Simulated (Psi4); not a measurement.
## Run report: CCl$_{2}$GaN, single-point calculation (part 2 of 2)

CCl$_{2}$GaN; CAM-B3LYP/def2-SVP, UKS (Psi4 1.11). 

Geometry of the input (Å):
```
N  0.2847  -2.8448  2.2549
C  -0.1314  -2.2417  1.3661
Ga -0.8243  -1.2380  -0.1148
Cl -2.3604  -2.0529  -1.3023
Cl 0.5817  2.1970  -0.8818
```

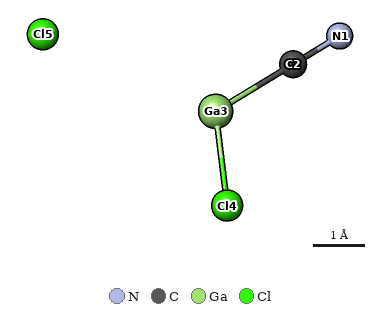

The input geometry (ball-and-stick view, seen at a tilt; atoms are numbered from 1 in the order of the input). Sticks mark near contacts.

## What the program printed, continued
```
       Center              X                  Y                   Z               Mass
    ------------   -----------------  -----------------  -----------------  -----------------
         N            0.991968954851    -1.952997398943     2.475193226489    14.003074004430
         C            0.575868954851    -1.349897398943     1.586393226489    12.000000000000
         GA          -0.117031045149    -0.346197398943     0.105493226489    68.925573500000
         CL          -1.653131045149    -1.161097398943    -1.082006773511    34.968852682000
         CL           1.288960954851     3.088772601057    -0.661493773511    34.968852682000

  Running in c1 symmetry.

  Rotational constants: A =      0.06809  B =      0.02999  C =      0.02082 [cm^-1]
  Rotational constants: A =   2041.38785  B =    899.09206  C =    624.18234 [MHz]
  Nuclear repulsion =  394.328661391540322

  Charge       = 0
  Multiplicity = 1
  Electrons    = 78
  Nalpha       = 39
  Nbeta        = 39

  ==> Algorithm <==

  SCF Algorithm Type is DF.
  DIIS enabled.
  MOM disabled.
  Fractional occupation disabled.
  Guess Type is READ.
  Energy threshold   = 1.00e-06
  Density threshold  = 1.00e-06
  Integral threshold = 1.00e-12

  ==> Primary Basis <==

  Basis Set: DEF2-SVP
    Blend: DEF2-SVP
    Number of shells: 40
    Number of basis functions: 96
    Number of Cartesian functions: 103
    Spherical Harmonics?: true
    Max angular momentum: 2

  ==> DFT Potential <==

   => LibXC <=

    Version 7.1.2

   => Composite Functional: CAM-B3LYP <=

    CAM-B3LYP Hyb-GGA Exchange-Correlation Functional

    Deriv               =              1
    GGA                 =           TRUE
    Meta                =          FALSE

    Exchange Hybrid     =           TRUE
    MP2 Hybrid          =          FALSE

   => Exchange Functionals <=

    0.3500         Becke 88 [omega = 0.3300]
    0.4600   Short-range recipe for B88 functional - erf [omega = 0.3300]

   => Exact (HF) Exchange <=

    0.4600            HF,LR [omega = 0.3300]
    0.1900               HF

   => Correlation Functionals <=

    0.1900   Vosko, Wilk & Nusair (VWN5)
    0.8100   Lee, Yang & Parr

   => LibXC Density Thresholds  <==

    XC_HYB_GGA_XC_CAM_B3LYP:  1.00E-14

   => Molecular Quadrature <=

    Radial Scheme          =       TREUTLER
    Pruning Scheme         =           NONE
    Nuclear Scheme         =       TREUTLER

    Blocking Scheme        =         OCTREE
    BS radius alpha        =              1
    Pruning alpha          =              1
    Radial Points          =             75
    Spherical Points       =            302
    Total Points           =         107855
    Total Blocks           =            917
    Max Points             =            256
    Max Functions          =             84
    Weights Tolerance      =       1.00E-15

   => Loading Basis Set <=

    Name: (DEF2-SVP AUX)
    Role: JKFIT
    Keyword: DF_BASIS_SCF

   => Loading Basis Set <=

    Name: DEF2-SVP
    Role: ORBITAL
    Keyword: BASIS

  Reading orbitals from file scr/calc.default.3397.180.npy, no projection.

  ==> Integral Setup <==

  DFHelper Memory: AOs need 0.126 GiB; user supplied 0.943 GiB.
  SCF_SUBTYPE=INCORE selected. In-core MEM_DF algorithm will be used.
  Using in-core AOs.

  ==> MemDFJK: Density-Fitted J/K Matrices <==

    J tasked:                   Yes
    K tasked:                   Yes
    wK tasked:                  Yes
    Omega:                3.300E-01
    Memory [MiB]:               965
    Algorithm:                 Core
    Schwarz Cutoff:           1E-12
    Mask sparsity (%):      13.1076
    Fitting Condition:        1E-10

   => Auxiliary Basis Set <=

  Basis Set: (DEF2-SVP AUX)
    Blend: DEF2-UNIVERSAL-JKFIT
    Number of shells: 186
    Number of basis functions: 674
    Number of Cartesian functions: 863
    Spherical Harmonics?: true
    Max angular momentum: 5

  Cached 100.0% of DFT collocation blocks in 0.175 [GiB].

  Minimum eigenvalue in the overlap matrix is 3.1801170597E-03.
  Reciprocal condition number of the overlap matrix is 8.1021753457E-04.
    Using symmetric orthogonalization.

  ==> Pre-Iterations <==

  SCF Guess: Orbitals guess was supplied from a previous computation.

   -------------------------------------------------------
    Irrep   Nso     Nmo     Nalpha   Nbeta   Ndocc  Nsocc
   -------------------------------------------------------
     A         96      96      39      39      39       0
   -------------------------------------------------------
    Total      96      96      39      39      39       0
   -------------------------------------------------------

  ==> Iterations <==

                           Total Energy        Delta E     RMS |[F,P]|

   @DF-UKS iter   0: -2937.51856228080032   -2.93752e+03   3.20473e-03
   @DF-UKS iter   1: -2937.54653622216983   -2.79739e-02   1.65795e-03 ADIIS/DIIS
   @DF-UKS iter   2: -2937.54770432727628   -1.16811e-03   1.73085e-03 ADIIS/DIIS
   @DF-UKS iter   3: -2937.55339382964030   -5.68950e-03   1.48660e-04 ADIIS/DIIS
   @DF-UKS iter   4: -2937.55371309314523   -3.19264e-04   1.16310e-04 ADIIS/DIIS
   @DF-UKS iter   5: -2937.55387727357675   -1.64180e-04   6.08908e-05 DIIS
   @DF-UKS iter   6: -2937.55394004778282   -6.27742e-05   2.31848e-05 DIIS
   @DF-UKS iter   7: -2937.55395179614425   -1.17484e-05   1.03664e-05 DIIS
   @DF-UKS iter   8: -2937.55395464701496   -2.85087e-06   5.80396e-06 DIIS
   @DF-UKS iter   9: -2937.55395613029532   -1.48328e-06   2.73830e-06 DIIS
   @DF-UKS iter  10: -2937.55395649167531   -3.61380e-07   8.49933e-07 DIIS
  Energy and wave function converged.

  ==> Post-Iterations <==

   Electrons on quadrature grid:
      Nalpha   =   39.0000000619 ; deviation = 6.194e-08
      Nbeta    =   38.9999998923 ; deviation = -1.077e-07
      Ntotal   =   77.9999999542 ; deviation = -4.575e-08

   @Spin Contamination Metric:   7.224256199E-01
   @S^2 Expected:                0.000000000E+00
   @S^2 Observed:                7.224256199E-01
   @S   Expected:                0.000000000E+00
   @S   Observed:                0.000000000E+00

    Orbital Energies [Eh]
    ---------------------

    Alpha Occupied:

       1A   -372.695021     2A   -101.611957     3A   -101.571904
       4A    -46.072145     5A    -40.839941     6A    -40.837992
       7A    -40.836739     8A    -14.441027     9A    -10.315614
      10A     -9.567023    11A     -9.523478    12A     -7.335139
      13A     -7.328529    14A     -7.327906    15A     -7.289823
      16A     -7.283884    17A     -7.283857    18A     -5.673186
      19A     -3.963626    20A     -3.958343    21A     -3.954998
      22A     -1.022364    23A     -1.016884    24A     -1.012106
      25A     -1.009884    26A     -1.009115    27A     -1.002869
      28A     -0.924195    29A     -0.829789    30A     -0.636279
      31A     -0.510797    32A     -0.458036    33A     -0.451118
      34A     -0.449780    35A     -0.430457    36A     -0.427113
      37A     -0.362873    38A     -0.362774    39A     -0.321052

    Alpha Virtual:

      40A     -0.160645    41A     -0.078643    42A      0.001827
      43A      0.083523    44A      0.085425    45A      0.102726
      46A      0.122594    47A      0.231076    48A      0.256413
      49A      0.275304    50A      0.351358    51A      0.370747
      52A      0.431455    53A      0.460674    54A      0.499168
      55A      0.553908    56A      0.570847    57A      0.592271
      58A      0.595360    59A      0.690311    60A      0.708498
      61A      0.740007    62A      0.820126    63A      0.824222
      64A      0.852319    65A      0.864353    66A      0.870528
      67A      0.870552    68A      0.874809    69A      0.876533
      70A      0.883839    71A      0.912593    72A      0.920846
      73A      0.928818    74A      0.955200    75A      0.972959
      76A      1.012682    77A      1.023207    78A      1.030987
      79A      1.067066    80A      1.230160    81A      1.285226
      82A      1.664040    83A      1.671164    84A      1.732064
      85A      1.753627    86A      2.012233    87A      2.019400
      88A      2.067880    89A      2.068005    90A      2.158997
      91A      2.313962    92A      2.315709    93A      2.772977
      94A      2.913569    95A      2.917705    96A      3.372802

    Beta Occupied:

       1A   -372.693976     2A   -101.611031     3A   -101.577251
       4A    -46.071464     5A    -40.839616     6A    -40.837060
       7A    -40.835984     8A    -14.440712     9A    -10.313020
      10A     -9.566102    11A     -9.528690    12A     -7.332789
      13A     -7.328012    14A     -7.326830    15A     -7.307108
      16A     -7.287000    17A     -7.286974    18A     -5.671188
      19A     -3.961956    20A     -3.955925    21A     -3.953973
      22A     -1.019783    23A     -1.014258    24A     -1.009679
      25A     -1.007885    26A     -1.006000    27A     -1.000812
      28A     -0.918523    29A     -0.875714    30A     -0.621719
      31A     -0.498710    32A     -0.452298    33A     -0.448216
      34A     -0.446004    35A     -0.428964    36A     -0.426620
      37A     -0.420566    38A     -0.375907    39A     -0.375786

    Beta Virtual:

      40A     -0.128288    41A     -0.068486    42A      0.007232
      43A      0.089555    44A      0.090880    45A      0.107327
      46A      0.129981    47A      0.240487    48A      0.259353
      49A      0.286527    50A      0.366815    51A      0.383360
      52A      0.438229    53A      0.464807    54A      0.510029
      55A      0.548307    56A      0.576626    57A      0.591596
      58A      0.594555    59A      0.690854    60A      0.709365
      61A      0.745098    62A      0.817372    63A      0.822638
      64A      0.825666    65A      0.826321    66A      0.828670
      67A      0.857496    68A      0.863205    69A      0.863246
      70A      0.870804    71A      0.913240    72A      0.923284
      73A      0.931529    74A      0.947775    75A      0.969386
      76A      0.993291    77A      1.014411    78A      1.030083
      79A      1.068742    80A      1.232647    81A      1.289889
      82A      1.667971    83A      1.675079    84A      1.737164
      85A      1.759442    86A      2.018962    87A      2.028565
      88A      2.072653    89A      2.077294    90A      2.166499
      91A      2.314868    92A      2.316659    93A      2.778155
      94A      2.915860    95A      2.920823    96A      3.375315

    Final Occupation by Irrep:
              A
    DOCC [    39 ]
    SOCC [     0 ]
    NA   [    39 ]
    NB   [    39 ]

  @DF-UKS Final Energy: -2937.55395649167531

   => Energetics <=

    Nuclear Repulsion Energy =            394.3286613915403223
    One-Electron Energy =               -4863.1191854907792731
    Two-Electron Energy =                1642.1495951714450712
    DFT Exchange-Correlation Energy =    -110.9130275638816414
    Empirical Dispersion Energy =           0.0000000000000000
    VV10 Nonlocal Energy =                  0.0000000000000000
    Total Energy =                      -2937.5539564916753079

  UHF NO Occupations:
  HONO-2 :   37  A 1.9995676
  HONO-1 :   38  A 1.9994337
  HONO-0 :   39  A 1.5294878
  LUNO+0 :   40  A 0.4705122
  LUNO+1 :   41  A 0.0005663
  LUNO+2 :   42  A 0.0004324
  LUNO+3 :   43  A 0.0001844

Computation Completed

Properties will be evaluated at   0.000000,   0.000000,   0.000000 [a0]

Properties computed using the SCF density matrix

 Multipole Moments:

 ------------------------------------------------------------------------------------
     Multipole            Electronic (a.u.)      Nuclear  (a.u.)        Total (a.u.)
 ------------------------------------------------------------------------------------

 L = 1.  Multiply by 2.5417464519 to convert [e a0] to [Debye]
 Dipole X            :         -1.6061400            1.0963104           -0.5098296
 Dipole Y            :         -0.6772438            0.5064332           -0.1708107
 Dipole Z            :         -1.3609304            0.8985509           -0.4623795
 Magnitude           :                                                    0.7091525

 ------------------------------------------------------------------------------------

	total time  =          6 seconds =       0.10 minutes

  Variable Map:
  ----------------------------------------------------------------------------
  "CURRENT ENERGY"              =>   -2937.553956491675
  "CURRENT REFERENCE ENERGY"    =>   -2937.553956491675
  "DD SOLVATION ENERGY"         =>       0.000000000000
  "DFT FUNCTIONAL TOTAL ENERGY" =>   -2937.553956491675
  "DFT TOTAL ENERGY"            =>   -2937.553956491675
  "DFT VV10 ENERGY"             =>       0.000000000000
  "DFT XC ENERGY"               =>    -110.913027563882
  "GRID ELECTRONS ALPHA"        =>      39.000000061944
  "GRID ELECTRONS BETA"         =>      38.999999892303
  "GRID ELECTRONS TOTAL"        =>      77.999999954248
  "NUCLEAR REPULSION ENERGY"    =>     394.328661391540
  "ONE-ELECTRON ENERGY"         =>   -4863.119185490779
  "PCM POLARIZATION ENERGY"     =>       0.000000000000
  "PE ENERGY"                   =>       0.000000000000
  "SCF ITERATION ENERGY"        =>   -2937.553956491675
  "SCF ITERATIONS"              =>      10.000000000000
  "SCF TOTAL ENERGY"            =>   -2937.553956491675
  "TWO-ELECTRON ENERGY"         =>    1642.149595171445
  "XC GRID RADIAL POINTS"       =>      75.000000000000
  "XC GRID SPHERICAL POINTS"    =>     302.000000000000
  "XC GRID TOTAL POINTS"        =>  107855.000000000000

  Array Variable Map:
  ----------------------------------------------------------------------------
  "CURRENT DIPOLE"              =>      -0.509829580437 ... -0.462379516903 1 by 3
  "SCF DIPOLE"                  =>      -0.509829580437 ... -0.462379516903 1 by 3
  "SCF TOTAL ENERGIES"          =>   -2937.518562280800 ... -2937.553956491675 1 by 11

    Psi4 run time: 0:00:12.01
```

## Key numbers

| quantity | value |
| --- | --- |
| outcome | converged |
| total energy | −2937.553956 hartree |
| basis functions | 96 |
| ⟨S²⟩ | 0.722 |
| HOMO | −8.74 eV |
| LUMO | −4.37 eV |
| dipole moment | 1.80 D |
| hardware | 1 thread of Intel Xeon (Sapphire Rapids), 32 GiB of memory available, shared host |
| wall time | 13 s |
| peak memory | 0.54 GiB |

## Remarks

Further notes kept with the run: spin contaminated. ⟨S²⟩ is 0.72 against 0.00 for a pure state: the solution is spin-contaminated.
